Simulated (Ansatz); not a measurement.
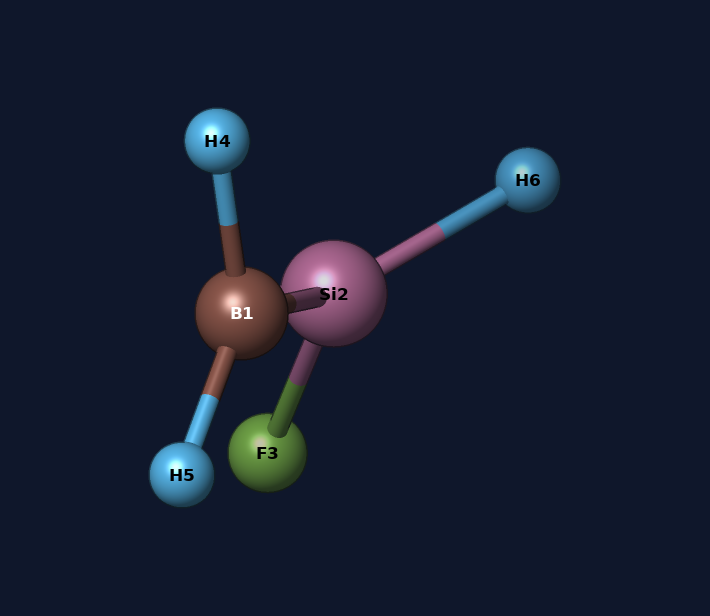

The picture comes from a calculation with Ansatz.

Si2 lies behind B1. The molecule seen a little off the B1–Si2 bond, B1 in front. Distant atoms are faded towards the background colour. The species has charge −1 and is a spin singlet. Geometry: moved along internal coordinates away from the minimum.

Question: What is the torsion angle H4–B1–Si2–F3? The sign is positive where the front bond must turn clockwise to cover the back bond.

Answer: −145°, anticlinal.
